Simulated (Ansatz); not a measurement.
```sh
ansatz run in.yaml --threads 4 --pin off --events-out ev --progress --plain --max-ram 9574MiB
```

```yaml
crystal:
  periodic: [false, false, false]
  atoms:
    - {symbol: Zn, position_ang: [0.168396, -0.364101, 0.505241]}
    - {symbol: C, position_ang: [-0.368465, 1.444985, 0.858979]}
    - {symbol: O, position_ang: [0.645656, -2.019044, 0.056376]}
    - {symbol: H, position_ang: [-1.369063, 1.473354, 1.294781]}
    - {symbol: H, position_ang: [-0.380151, 2.026403, -0.065380]}
    - {symbol: H, position_ang: [0.323274, 1.923656, 1.555017]}
    - {symbol: H, position_ang: [0.915828, -2.600869, 0.767658]}
basis:
  gaussian: {orbitals: def2-TZVPP}
hamiltonian: {xc: {name: B2PLYP}}
correlation: {frozen_orbitals: {C: 1, H: 0, O: 1, Zn: 9}}
```

Describe the molecule in this file.

Formula CH₄OZn. Coordination: 1 Zn linear; 1 C tetrahedral; 1 O bent.

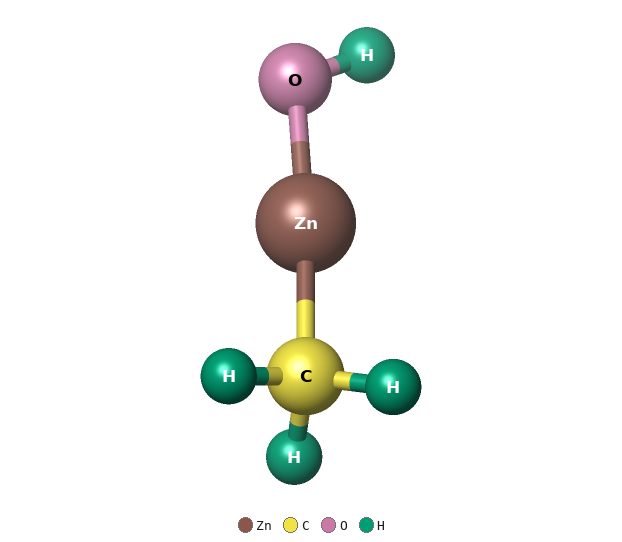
